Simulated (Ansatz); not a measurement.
**Al wire along [100], 37 atoms a period: bands along the axis**

Wanted: the relaxed geometry and the bands of the Al wire along [100], 37 atoms a period.

Calculated with Ansatz 0.2.0; DFT PBE, plane waves, PAW; relaxation of a wire's period; PAW set soft_1, in the first sound run; inputs show where later runs differ.

## Step 1: Starting point

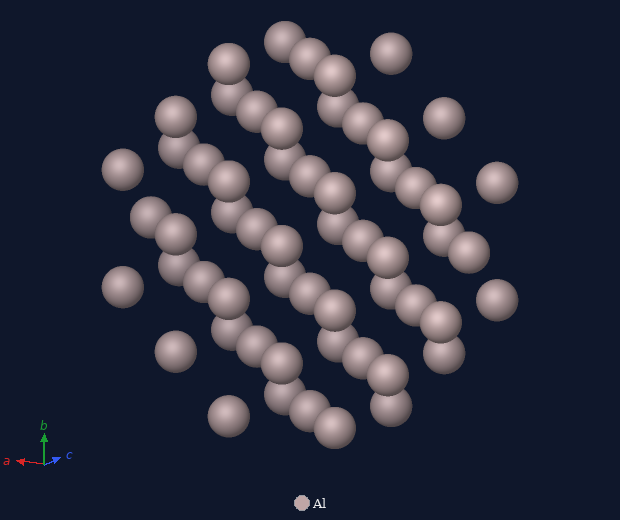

Start, viewed at a slant to the c axis; aluminium light grey. Some periodic images of atoms are drawn too.

The cell holds 37 atoms: 37 Al. Its edges and angles: a = 18.920 Å, b = 18.920 Å, c = 4.040 Å, α = 90.0°, β = 90.0°, γ = 90.0°. Vacuum lies along a and b. The structure's axis is c.

## Step 2: Relaxation of atoms and period

Band widths follow the bond lengths, so the wire is relaxed first. The atoms and the third cell vector are free; the box across stays fixed as vacuum. A Fermi-Dirac smearing is set since the result may be a metal. The pressure printed is a third of the stress's trace over the whole box, vacuum included; only the stress along the axis is relaxed.

The input, input.yaml:

```yaml
crystal:
  lattice:
    - [18.92, 0.0, 0.0]
    - [0.0, 18.92, 0.0]
    - [0.0, 0.0, 4.04]
  atoms:
    - { symbol: Al, position: [0.179704017, 0.393234672, 0.0] }
    - { symbol: Al, position: [0.179704017, 0.606765328, 0.0] }
    - { symbol: Al, position: [0.286469345, 0.286469345, 0.0] }
    - { symbol: Al, position: [0.286469345, 0.5, 0.0] }
    - { symbol: Al, position: [0.286469345, 0.713530655, 0.0] }
    - { symbol: Al, position: [0.393234672, 0.179704017, 0.0] }
    - { symbol: Al, position: [0.393234672, 0.393234672, 0.0] }
    - { symbol: Al, position: [0.393234672, 0.606765328, 0.0] }
    - { symbol: Al, position: [0.393234672, 0.820295983, 0.0] }
    - { symbol: Al, position: [0.5, 0.286469345, 0.0] }
    - { symbol: Al, position: [0.5, 0.5, 0.0] }
    - { symbol: Al, position: [0.5, 0.713530655, 0.0] }
    - { symbol: Al, position: [0.606765328, 0.179704017, 0.0] }
    - { symbol: Al, position: [0.606765328, 0.393234672, 0.0] }
    - { symbol: Al, position: [0.606765328, 0.606765328, 0.0] }
    - { symbol: Al, position: [0.606765328, 0.820295983, 0.0] }
    - { symbol: Al, position: [0.713530655, 0.286469345, 0.0] }
    - { symbol: Al, position: [0.713530655, 0.5, 0.0] }
    - { symbol: Al, position: [0.713530655, 0.713530655, 0.0] }
    - { symbol: Al, position: [0.820295983, 0.393234672, 0.0] }
    - { symbol: Al, position: [0.820295983, 0.606765328, 0.0] }
    - { symbol: Al, position: [0.179704017, 0.5, 0.5] }
    - { symbol: Al, position: [0.286469345, 0.393234672, 0.5] }
    - { symbol: Al, position: [0.286469345, 0.606765328, 0.5] }
    - { symbol: Al, position: [0.393234672, 0.286469345, 0.5] }
    - { symbol: Al, position: [0.393234672, 0.5, 0.5] }
    - { symbol: Al, position: [0.393234672, 0.713530655, 0.5] }
    - { symbol: Al, position: [0.5, 0.179704017, 0.5] }
    - { symbol: Al, position: [0.5, 0.393234672, 0.5] }
    - { symbol: Al, position: [0.5, 0.606765328, 0.5] }
    - { symbol: Al, position: [0.5, 0.820295983, 0.5] }
    - { symbol: Al, position: [0.606765328, 0.286469345, 0.5] }
    - { symbol: Al, position: [0.606765328, 0.5, 0.5] }
    - { symbol: Al, position: [0.606765328, 0.713530655, 0.5] }
    - { symbol: Al, position: [0.713530655, 0.393234672, 0.5] }
    - { symbol: Al, position: [0.713530655, 0.606765328, 0.5] }
    - { symbol: Al, position: [0.820295983, 0.5, 0.5] }
kpoints:
  mp_grid: { grid: [1, 1, 20] }
scf:
  occupations: { method: fermi_dirac, width: 0.05 }
hamiltonian:
  xc: pbe
  pseudopotentials: { kind: paw, azcp: { folder: soft_1 } }
relax:
  cell: { fix: [a, b, alpha, beta, gamma] }
  max_steps: 45
  f_tol: 0.03
```

The run is started by

```console
ansatz run input.yaml --threads 16 --pin off --max-ram 61440MiB --backend cuda --events-out ev --progress --plain --runs-dir out --max-vram 78GiB
```

Numbers of over 12 decimals in the logs are rounded to 6 here.

Log:

```text
Engine: ansatz 0.2.0, aarch64-unknown-linux-gnu
Pseudopotentials: kind: paw
Pseudopotential: Al, paw, valence charge 3, recommended cutoff 420 eV (normal), soft_1/Al.paw.azcp
Functional definition: PBE
  parameter kappa = 0.804
  parameter beta = 0.066725
  exchange = pbe_x(kappa = kappa, mu = beta*pi^2/3)
  correlation = pbe_c(beta = beta)
[...]
Crystal: 37 atoms, lattice volume = 1446.184 Å³
Basis set: ecut = 420 eV, 28337 PW (Γ), exchange–correlation on 256×256×60 points (8 copies of the dense FFT grid, shifted against one another)
Bands: 93, of which v1, the nominal top of the filled ones, is band 56 counted from 1 (55 counted from 0)
Symmetry: 16 space group operations
Space group: P4/mmm (ITA 123), of the structure as read, at distance tolerance 1.1e-4 Å
k-points: 11 of 20
Non-local potential: Al, projectors of the file, l = 0: 2, l = 1: 2, l = 2: 1
PAW form: soft (Blöchl's): semilocal exchange-correlation on the pseudo side does not see the compensation charge
PAW one-centre angular grid: Al, 110 points (default); XC on 64 Gauss nodes
Initial density: superposition of atomic densities (neutral atoms: chi_scale 0, normalization atom)
Initial wavefunctions: pseudopotential atomic-orbital guess
[...]
Functional: x = pbe(κ = 0.804, μ = 0.219515), c = pbe(β = 0.066725)
SCF iter   1: F=—  HF=-19883.669385 eV  |F-HF|=—  |Δ(HF+E_count)|=         —  Δρ=2.00e-2  dr2=8.13e1  ethr=3.10e-3  ⟨swp⟩=8.1  Hψ=5655  notcnv=0  defer=75
preconditioner: auto → LDOS  [metal: Δε(μ)=0.003 eV  Ē_g=6.240 eV  σ=0.050 eV  W_gap=0.02  n_scr=130 (ndim 8)  ℏωp=10.3 eV  f_vac=0.350  D(μ)=18.45/eV (n_scr^D=68)  β→1.0]
SCF iter   2: F=—  HF=-19876.147164 eV  |F-HF|=—  |Δ(HF+E_count)|=    7.52e0  Δρ=9.51e-3  dr2=3.61e0  ethr=3.10e-3  ⟨swp⟩=4.3  Hψ=2654  notcnv=0  defer=190
[...]
SCF iter   9: F=-19875.942487 eV  HF=-19875.942487 eV  |F-HF|=3.20e-10  |Δ(HF+E_count)|=   2.70e-8  Δρ=4.53e-7  dr2=6.81e-9  ethr=9.01e-11  ⟨swp⟩=4.8  Hψ=3130  notcnv=0
SCF 1 converged in 9 iterations: F = -19875.942487 eV  dr2 = 6.81e-9
  greatest PAW one-centre occupation: 0.504 electrons in one spin orbital (limit 2), on the Al atom at site 19 (counted from 0), in its partial waves of l = 0
relax step   1: F+E_penalty+E_count = -19875.94248745 eV  Δ(F+E_penalty+E_count) = +0.000e0 eV  max|allowed force component| = 2.245e-1 eV/Å  Δτ_max = 0.0000 Å  P = -0.961 GPa  Ω = 1446.184 Å³  fix = [a, b, alpha, beta, gamma]  reactions: a -0.695, b -0.695 GPa  (9 SCF iters, dr2 threshold 1.00e-7 eV, accepted)
[...]
Crystal: 37 atoms, lattice volume = 1404.868 Å³
Basis set: ecut = 420 eV, 27529 PW (Γ), exchange–correlation on 256×256×60 points (8 copies of the dense FFT grid, shifted against one another)
[...]
iter 1 solved again at ethr=6.07e-4 eV; its pass at ethr=3.10e-3 eV (dr2=6.73e-1 eV) is discarded
SCF iter   1: F=—  HF=-19876.292096 eV  |F-HF|=—  |Δ(HF+E_count)|=         —  Δρ=2.01e-3  dr2=6.94e-1  ethr=6.07e-4  ⟨swp⟩=6.5  Hψ=5185  notcnv=0  defer=3
preconditioner: auto → LDOS  [metal: Δε(μ)=0.044 eV  Ē_g=6.133 eV  σ=0.050 eV  W_gap=0.22  n_scr=130 (ndim 8)  ℏωp=10.4 eV  f_vac=0.385  D(μ)=12.68/eV (n_scr^D=44)  β→1.0]
SCF iter   2: F=—  HF=-19876.229610 eV  |F-HF|=—  |Δ(HF+E_count)|=   6.25e-2  Δρ=1.30e-3  dr2=1.38e-1  ethr=6.07e-4  ⟨swp⟩=3.6  Hψ=2067  notcnv=0  defer=59
[...]
SCF iter   6: F=-19876.211264 eV  HF=-19876.211265 eV  |F-HF|=8.67e-7  |Δ(HF+E_count)|=   1.79e-6  Δρ=4.08e-6  dr2=1.27e-6  ethr=3.33e-9  ⟨swp⟩=5.1  Hψ=3062  notcnv=0
SCF 2 converged in 6 iterations: F = -19876.211264 eV  dr2 = 1.27e-6
  greatest PAW one-centre occupation: 0.500 electrons in one spin orbital (limit 2), on the Al atom at site 19 (counted from 0), in its partial waves of l = 0
relax step   2: F+E_penalty+E_count = -19876.21126434 eV  Δ(F+E_penalty+E_count) = -2.688e-1 eV  max|allowed force component| = 7.435e-2 eV/Å  Δτ_max = 0.0801 Å  P = +0.316 GPa  Ω = 1404.868 Å³  energy of the carried Pulay correction = +3.855e-3 eV  fix = [a, b, alpha, beta, gamma]  reactions: a +0.263, b +0.263 GPa  (6 SCF iters, dr2 threshold 3.70e-6 eV, accepted)
[...]
Crystal: 37 atoms, lattice volume = 1413.543 Å³
[...]
iter 1 solved again at ethr=8.72e-5 eV; its pass at ethr=3.10e-3 eV (dr2=9.68e-2 eV) is discarded
[...]
SCF 3 converged in 6 iterations: F = -19876.231613 eV  dr2 = 5.55e-8
[...]
relax step   3: F+E_penalty+E_count = -19876.23161270 eV  Δ(F+E_penalty+E_count) = -2.035e-2 eV  max|allowed force component| = 1.311e-2 eV/Å  Δτ_max = 0.0244 Å  P = -0.007 GPa  Ω = 1413.543 Å³  energy of the carried Pulay correction = +3.036e-3 eV  fix = [a, b, alpha, beta, gamma]  reactions: a +0.015, b +0.015 GPa  (6 SCF iters, dr2 threshold 4.47e-7 eV, accepted)
[...]
SCF 4 converged in 6 iterations: F = -19876.232200 eV  dr2 = 2.09e-9
relax step   4: F+E_penalty+E_count = -19876.23220026 eV  Δ(F+E_penalty+E_count) = -5.876e-4 eV  max|allowed force component| = 3.506e-3 eV/Å  Δτ_max = 0.0058 Å  P = +0.010 GPa  Ω = 1412.312 Å³  energy of the carried Pulay correction = +3.152e-3 eV  fix = [a, b, alpha, beta, gamma]  reactions: a +0.009, b +0.009 GPa  (6 SCF iters, dr2 threshold 6.66e-9 eV, accepted)
[...]
SCF 5 converged in 5 iterations: F = -19876.229608 eV  dr2 = 3.46e-10
[...]
relax step   5: F+E_penalty+E_count = -19876.22960765 eV  Δ(F+E_penalty+E_count) = +2.593e-3 eV  max|allowed force component| = 3.496e-3 eV/Å  Δτ_max = 0.0000 Å  P = +0.006 GPa  Ω = 1412.312 Å³  fix = [a, b, alpha, beta, gamma]  reactions: a +0.007, b +0.007 GPa  stress off target by 5.95e-3 GPa on what of the cell is left free  SCF on the basis re-selected at this cell (its energy is not comparable with the rows above)  (5 SCF iters)
[...]
SCF converged after 5 iterations
[...]
k-point 10: bands = [... 52 lower, 0.1150, 0.3078, 0.4195, 0.7030, 0.8620, 0.8620, 1.1779, 1.2117, ... 2 higher]
--- Relaxed structure (4 steps of the walk, 4 accepted, 1 SCFs on fresh bases) ---
  F+E_penalty+E_count = -19876.22960765 eV   max|allowed force component| = 3.496e-3 eV/Å   (the final SCF, on the basis selected at the relaxed cell)
  cell:  # Å, volume = 1412.3119 Å³
    - [18.92, 0, 0]
    - [0, 18.92, 0]
    - [0, 0, 3.945376]
  atoms:
    - { symbol: Al, position: [0.183502, 0.394421, 0] }
    - { symbol: Al, position: [0.183502, 0.605579, 0] }
    - { symbol: Al, position: [0.287078, 0.287078, 0] }
    - { symbol: Al, position: [0.287204, 0.5, 0] }
    - { symbol: Al, position: [0.287078, 0.712922, 0] }
    - { symbol: Al, position: [0.394421, 0.183502, 0] }
    - { symbol: Al, position: [0.393561, 0.393561, 0] }
    - { symbol: Al, position: [0.393561, 0.606439, 0] }
    - { symbol: Al, position: [0.394421, 0.816498, 0] }
    - { symbol: Al, position: [0.5, 0.287204, 0] }
    - { symbol: Al, position: [0.5, 0.5, 0] }
    - { symbol: Al, position: [0.5, 0.712796, 0] }
    - { symbol: Al, position: [0.605579, 0.183502, 0] }
    - { symbol: Al, position: [0.606439, 0.393561, 0] }
    - { symbol: Al, position: [0.606439, 0.606439, 0] }
    - { symbol: Al, position: [0.605579, 0.816498, 0] }
    - { symbol: Al, position: [0.712922, 0.287078, 0] }
    - { symbol: Al, position: [0.712796, 0.5, 0] }
    - { symbol: Al, position: [0.712922, 0.712922, 0] }
    - { symbol: Al, position: [0.816498, 0.394421, 0] }
    - { symbol: Al, position: [0.816498, 0.605579, 0] }
    - { symbol: Al, position: [0.177935, 0.5, 0.500000] }
    - { symbol: Al, position: [0.287464, 0.392018, 0.500000] }
    - { symbol: Al, position: [0.287464, 0.607982, 0.500000] }
    - { symbol: Al, position: [0.392018, 0.287464, 0.500000] }
    - { symbol: Al, position: [0.392930, 0.5, 0.500000] }
    - { symbol: Al, position: [0.392018, 0.712536, 0.500000] }
    - { symbol: Al, position: [0.5, 0.177935, 0.500000] }
    - { symbol: Al, position: [0.5, 0.392930, 0.500000] }
    - { symbol: Al, position: [0.5, 0.607070, 0.500000] }
    - { symbol: Al, position: [0.5, 0.822065, 0.500000] }
    - { symbol: Al, position: [0.607982, 0.287464, 0.500000] }
    - { symbol: Al, position: [0.607070, 0.5, 0.500000] }
    - { symbol: Al, position: [0.607982, 0.712536, 0.500000] }
    - { symbol: Al, position: [0.712536, 0.392018, 0.500000] }
    - { symbol: Al, position: [0.712536, 0.607982, 0.500000] }
    - { symbol: Al, position: [0.822065, 0.5, 0.500000] }
```

Elapsed: 8.2 s, on 1 × NVIDIA GB200 with 16 threads of Arm Neoverse V2, shared host; peak memory 1.3 GiB.

The steps of the relaxation:

| step | energy less that of the first step (eV) | largest force component (eV/Å) | pressure (GPa) | volume (Å³) |
| --- | --- | --- | --- | --- |
| 1 | 0.0000 | 0.2245 | -0.96 | 1446.18 |
| 2 | -0.2688 | 0.0743 | 0.32 | 1404.87 |
| 3 | -0.2891 | 0.0131 | -0.01 | 1413.54 |
| 4 | -0.2897 | 0.0035 | 0.01 | 1412.31 |
| 5 | -0.2871 | 0.0035 | 0.01 | 1412.31 |

The log counts 1 steps on a newly chosen plane-wave basis, not all of them marked here; energy and pressure can jump at such steps.

Forces are held to the 16 operations that the run works with; a distortion that breaks them can't arise in this run.

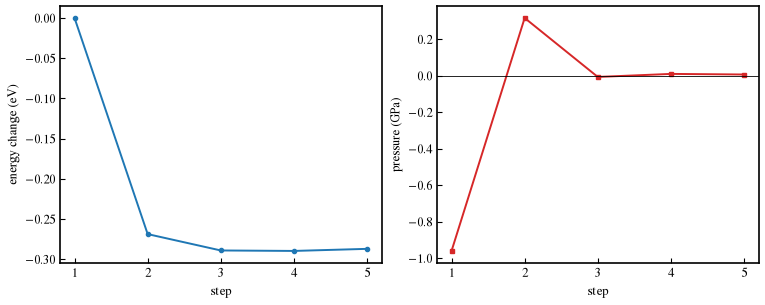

Energy and pressure along the relaxation.

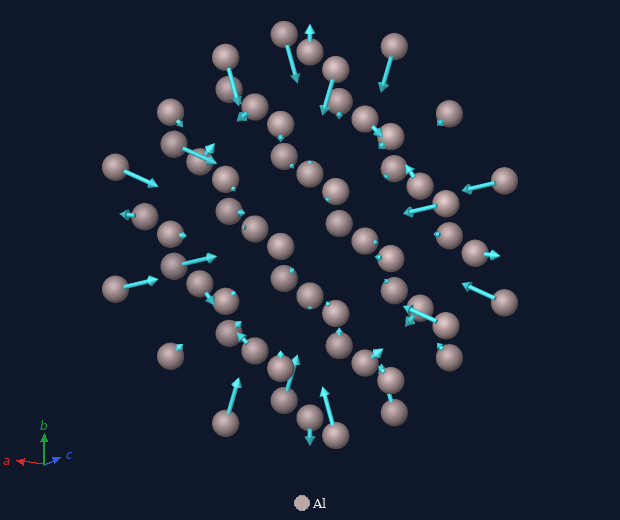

Displacements in the relaxation, exaggerated, measured against the changing cell; the longest in the cell stands for 0.08 Å. Some periodic images of atoms are drawn too.

| cell as run | before | after | change |
| --- | --- | --- | --- |
| c (Å) | 4.040 | 3.945 | -2.3 % |

The atoms that moved most (Å, along periodic axes as changes of fractional coordinates times the final cell, across vacuum about the mean position):

| atom | dx | dy | dz | length |
| --- | --- | --- | --- | --- |
| Al9 | 0.022 | -0.072 | 0.000 | 0.075 |
| Al20 | -0.072 | 0.022 | 0.000 | 0.075 |
| Al21 | -0.072 | -0.022 | 0.000 | 0.075 |
| Al16 | -0.022 | -0.072 | 0.000 | 0.075 |
| Al1 | 0.072 | 0.022 | 0.000 | 0.075 |
| Al2 | 0.072 | -0.022 | 0.000 | 0.075 |
| Al6 | 0.022 | 0.072 | 0.000 | 0.075 |
| Al13 | -0.022 | 0.072 | 0.000 | 0.075 |

Numbers from this step:

| Quantity | Value |
| --- | --- |
| energy at zero smearing | -19876.1777 eV |
| cell length along the wire | 3.945 Å |

The cell's length comes to 3.945 Å with spin left out.

## Step 3: Bands of the perfect wire

This step: DFT PBE, plane waves, PAW; bands of a perfect wire; PAW set soft_1 (Ansatz 0.2.0).

At the relaxed period the bands are computed along the axis; those that cross an energy going forward count the channels that a perfect wire would open there.

The input, input.yaml:

```yaml
crystal:
  lattice:
    - [18.92, 0.0, 0.0]
    - [0.0, 18.92, 0.0]
    - [0.0, 0.0, 3.9453755597]
  atoms:
    - { symbol: Al, position: [0.183502374, 0.394420603, 0.0] }
    - { symbol: Al, position: [0.183502374, 0.605579397, 0.0] }
    - { symbol: Al, position: [0.287078306, 0.287078306, 0.0] }
    - { symbol: Al, position: [0.287204103, 0.5, 0.0] }
    - { symbol: Al, position: [0.287078306, 0.712921694, 0.0] }
    - { symbol: Al, position: [0.394420603, 0.183502374, 0.0] }
    - { symbol: Al, position: [0.393561053, 0.393561053, 0.0] }
    - { symbol: Al, position: [0.393561053, 0.606438947, 0.0] }
    - { symbol: Al, position: [0.394420603, 0.816497626, 0.0] }
    - { symbol: Al, position: [0.5, 0.287204103, 0.0] }
    - { symbol: Al, position: [0.5, 0.5, 0.0] }
    - { symbol: Al, position: [0.5, 0.712795897, 0.0] }
    - { symbol: Al, position: [0.605579397, 0.183502374, 0.0] }
    - { symbol: Al, position: [0.606438947, 0.393561053, 0.0] }
    - { symbol: Al, position: [0.606438947, 0.606438947, 0.0] }
    - { symbol: Al, position: [0.605579397, 0.816497626, 0.0] }
    - { symbol: Al, position: [0.712921694, 0.287078306, 0.0] }
    - { symbol: Al, position: [0.712795897, 0.5, 0.0] }
    - { symbol: Al, position: [0.712921694, 0.712921694, 0.0] }
    - { symbol: Al, position: [0.816497626, 0.394420603, 0.0] }
    - { symbol: Al, position: [0.816497626, 0.605579397, 0.0] }
    - { symbol: Al, position: [0.177935317, 0.5, 0.5] }
    - { symbol: Al, position: [0.287464355, 0.392018402, 0.5] }
    - { symbol: Al, position: [0.287464355, 0.607981598, 0.5] }
    - { symbol: Al, position: [0.392018402, 0.287464355, 0.5] }
    - { symbol: Al, position: [0.392930016, 0.5, 0.5] }
    - { symbol: Al, position: [0.392018402, 0.712535645, 0.5] }
    - { symbol: Al, position: [0.5, 0.177935317, 0.5] }
    - { symbol: Al, position: [0.5, 0.392930016, 0.5] }
    - { symbol: Al, position: [0.5, 0.607069984, 0.5] }
    - { symbol: Al, position: [0.5, 0.822064683, 0.5] }
    - { symbol: Al, position: [0.607981598, 0.287464355, 0.5] }
    - { symbol: Al, position: [0.607069984, 0.5, 0.5] }
    - { symbol: Al, position: [0.607981598, 0.712535645, 0.5] }
    - { symbol: Al, position: [0.712535645, 0.392018402, 0.5] }
    - { symbol: Al, position: [0.712535645, 0.607981598, 0.5] }
    - { symbol: Al, position: [0.822064683, 0.5, 0.5] }
kpoints:
  mp_grid: { grid: [1, 1, 21] }
  band_path: { path: ["Γ", Z], npoints: 90 }
scf:
  occupations: { method: fermi_dirac, width: 0.05 }
hamiltonian:
  xc: pbe
  pseudopotentials: { kind: paw, azcp: { folder: soft_1 } }
output:
  dos: { e_range: [-5, 4] }
  write_potential: true
  write_density: true
  volumetric_format: npy
```

Log:

```text
[...]
device memory: the entry about to start is reckoned to put 23.3 GiB on a device that reports 109.7 GiB free (of which the cap on the GPU budget leaves the run 78.0 GiB)
GPU FFT provider: cuFFT
GPU libraries: cuBLAS 13.8.1, cuFFT 12.4.0, cuSOLVER 12.3.2
GPU matrix products: emulated (plane waves: as basis.precision tells), large ones in fixed point in workspaces of 1.00 GiB
Crystal: 37 atoms, lattice volume = 1412.312 Å³
Basis set: ecut = 420 eV, 27681 PW (Γ)
Bands: 93, of which v1, the nominal top of the filled ones, is band 56 counted from 1 (55 counted from 0)
[... 1 set-up line as in the run before ...]
[...]
k-points: 11 of 21
[...]
GPU buffer pool allocated for 442368 grid points (all kernels)
GPU transforms: local potential and band sums: pruned to the plane-wave sphere, on 125×125×27
[...]
SCF iter   1: F=—  HF=-19884.635508 eV  |F-HF|=—  |Δ(HF+E_count)|=         —  Δρ=2.10e-2  dr2=8.51e1  ethr=3.10e-3  ⟨swp⟩=7.9  Hψ=5653  notcnv=0  defer=81
[...]
SCF iter   9: F=-19876.222186 eV  HF=-19876.222186 eV  |F-HF|=9.88e-9  |Δ(HF+E_count)|=   1.05e-6  Δρ=1.17e-6  dr2=4.05e-8  ethr=9.01e-11  ⟨swp⟩=38.1  Hψ=7893  notcnv=0
SCF 1 converged in 9 iterations: F = -19876.222186 eV  dr2 = 4.05e-8
[...]
NSCF: frozen V_eff on 91 k-points
WARN: The output density's exchange-correlation potential varies sharply where the density is thin. Do not read a vacuum level from v_tot or v_xc, or from such a field of the output density. On a cell that repeats whose density bears no net charge and no dipole along the vacuum's axis use v_es (v_loc + v_h of the components); under efield.dipole_correction with no amplitude use v_es + v_field, which holds any externa [...]
SCF converged after 9 iterations
Free energy (F): -19876.222186 eV
[...]
Internal energy: -19876.115502 eV  (E = F + TS)
E sigma→0 (E₀):  -19876.168844 eV
Entropy (-TS):   -0.106684 eV (-2.883 meV/atom)
Fermi energy:    1.114725 eV
[...]
--- Band table (eV; the first three rows and the last of 11) ---
  k-point 0: bands = [... 52 lower, 1.5601, 1.5601, 1.5731, 1.6175, 1.6175, 1.7327, 1.7355, 1.9294, ... 33 higher]
  k-point 1: bands = [... 52 lower, 1.3094, 1.4452, 1.6501, 1.6501, 1.6873, 1.7688, 1.7838, 1.8147, ... 33 higher]
  k-point 2: bands = [... 52 lower, 1.3883, 1.4485, 1.6673, 1.6673, 1.6715, 1.8164, 1.9342, 2.0528, ... 33 higher]
  k-point 10: bands = [... 52 lower, 0.1889, 0.2845, 0.4508, 0.7620, 0.8883, 0.8883, 1.1532, 1.1592, ... 33 higher]
```

The job ended after 11 s (1 × NVIDIA GB200 with 16 threads; peak memory 1.7 GiB; 2.1 min of CPU time).

The column dr2 measures how far the density is from self-consistency, as an energy; F and HF (Harris–Foulkes) agree once it is small.

This step gave:

```yaml
energy_at_zero_smearing: -19876.1688 eV
band_gap_on_the_path_through_both_edges: 0 eV
```

Electronic bands along the path, in eV, zero at the Fermi level; # counts the bands kept:

| point | #40 | #41 | #42 | #43 | #44 | #45 | #46 | #47 |
| --- | --- | --- | --- | --- | --- | --- | --- | --- |
| Γ | 0.45 | 0.45 | 0.46 | 0.50 | 0.50 | 0.62 | 0.62 | 0.81 |
| Z | -1.00 | -0.81 | -0.70 | -0.41 | -0.25 | -0.25 | 0.06 | 0.10 |

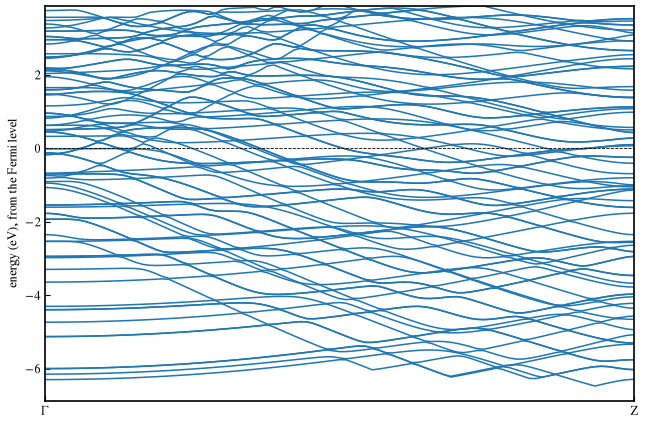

Electronic bands along the path.

Between Γ and Z the bands cross the Fermi level 21 times, so a perfect wire would conduct at least 21 G₀, with spin left out.

## Step 4: What came out

| Property | Result |
| --- | --- |
| cell length, PBE | 3.945 Å |
| ballistic conductance by band crossings, a lower bound, PBE | 21 G₀ |

Under PBE the cell's length is 3.95 Å, and the bands cross the Fermi level 21 times between Γ and Z, which gives a perfect wire at least 21 G₀ (opposite crossings within one step of the path cancel in such a count).

[Logs are printed without paths, hosts, clocks, repeated set-up lines and the standing remarks that a program may print on its own settings, such as how far it seeks lower states.]

[Hosts, paths, dates, database ids (printed as entryN), source tags and the programs' standing remarks are cut or masked in the printed files.]
